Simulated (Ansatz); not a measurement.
CH5FMoN2O (SMILES C[O][Mo](=[NH])(=[NH])[F])

Input file:

```
basis:
  gaussian: {orbitals: def2-SVPD}
crystal:
  periodic: [false, false, false]
  atoms:
    - {symbol: C, position_ang: [-1.810620, -0.163143, 2.589120]}
    - {symbol: F, position_ang: [-2.984800, 0.532498, -1.577544]}
    - {symbol: Mo, position_ang: [-1.615220, -0.056814, -0.454815]}
    - {symbol: "N", position_ang: [-0.905479, -1.472687, -1.117101]}
    - {symbol: "N", position_ang: [-0.409010, 1.166351, -0.344088]}
    - {symbol: O, position_ang: [-2.192385, -0.420081, 1.272839]}
    - {symbol: H, position_ang: [-1.216433, -1.002379, 2.989660]}
    - {symbol: H, position_ang: [-2.713281, -0.051420, 3.211740]}
    - {symbol: H, position_ang: [-1.213844, 0.762914, 2.662799]}
    - {symbol: H, position_ang: [-0.210699, -2.116256, -1.484796]}
    - {symbol: H, position_ang: [0.540675, 1.505856, -0.483724]}
hamiltonian: {xc: pbe0}
output: {forces: true, orbitals: {seedname: orbitals}}
```

Command:

```sh
ansatz run input.yaml --threads 2 --pin off --max-ram 6090MiB --events-out events.jsonl --progress --plain --runs-dir runs
```

Geometry: PBE0-D4/def2-SVP; core potentials replace the inner electrons of Mo.

These are results of isolated molecule in a Gaussian basis; Kohn-Sham density functional theory, functional PBE0 (Ansatz), not measurements.

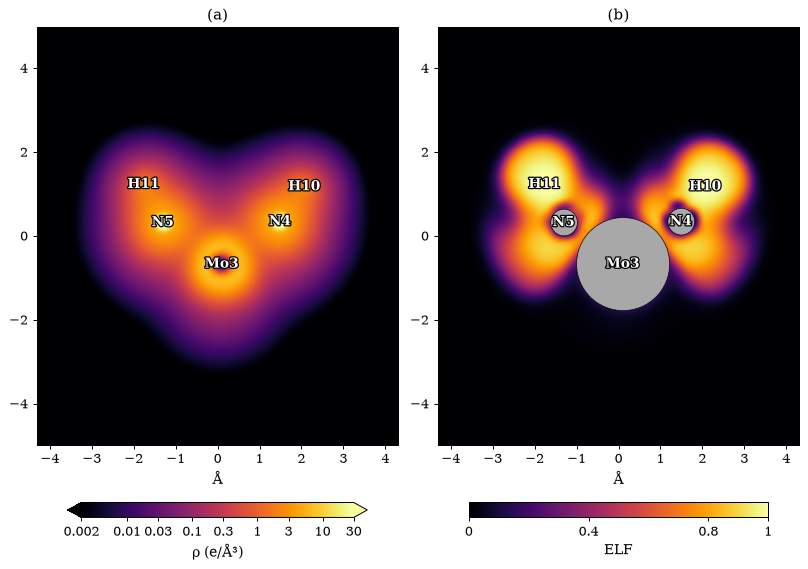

Figure 1. (a) electron density; (b) ELF on the plane of atoms N4, Mo3 and N5. Grey discs cover the atomic cores in the ELF map.

What do the fields say about this system?

Atoms in the plane: Mo, N and H. Mo–N (1.72 Å): the density is about 1.7 e/Å³ at the midpoint; the ELF peaks at about 0.75 in the valence shell of N, 0.5 Å from its nucleus, and drops to about 0.35 between the two atoms. N–H (1.02 Å): ρ is about 2.8 e/Å³ halfway; the ELF climbs to about 1 towards the hydrogen, as it does in any bond to H: an ordinary covalent bond to hydrogen.

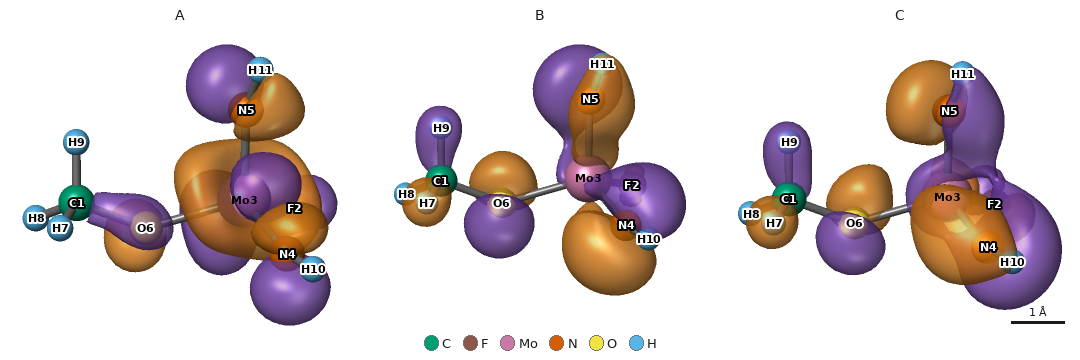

Figure 2. Three frontier orbitals at ±0.1 Å⁻³ᐟ² (orange and purple are the two phases), in no order.

Order the three orbitals by energy and name them.

C is the HOMO−1 (−8.27 eV). Its weight (Hirshfeld) is mainly on N4 (about 40 %), Mo3 (about 15 %), N5 (about 15 %) and O6 (about 10 %). B is the HOMO (−7.79 eV). By Hirshfeld shares it lies mainly on N4 (about 40 %), N5 (about 20 %), O6 (about 15 %) and Mo3 (about 10 %); largely a combination of lone pairs on N4, N5 and O6. A is the LUMO (−1.65 eV). By Hirshfeld shares it lies mainly on Mo3 (about 55 %), N5 (about 10 %), N4 (about 10 %) and O6 (about 10 %).

What is the HOMO–LUMO gap?

6.14 eV between the orbital energies.

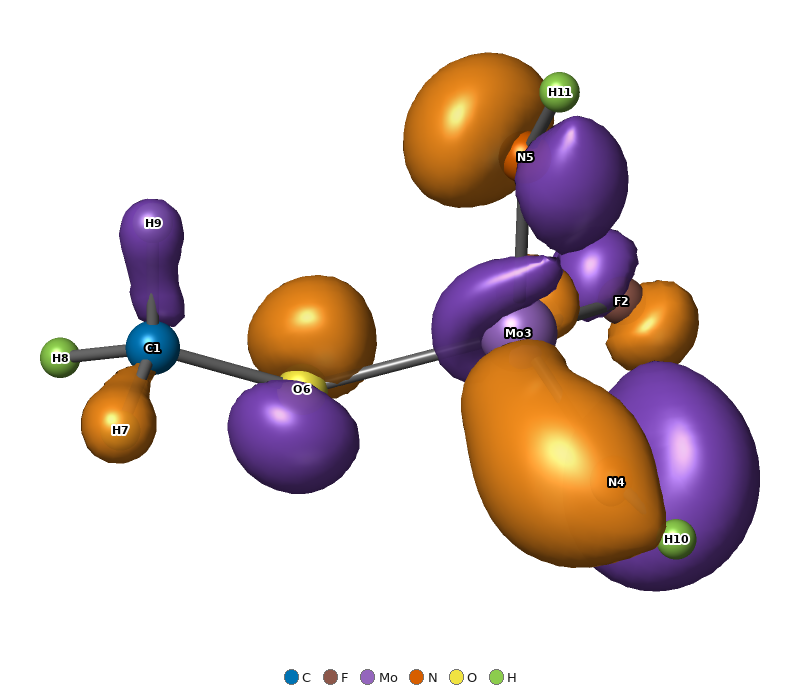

Figure 3. The HOMO−1 at ±0.15 Å⁻³ᐟ² (orange and purple are the two phases), seen across its widest extent.

Where does this orbital lie, and at what energy?

It lies mainly on N4 (about 40 %), Mo3 (about 15 %), N5 (about 15 %) and O6 (about 10 %). Its energy is −8.27 eV.
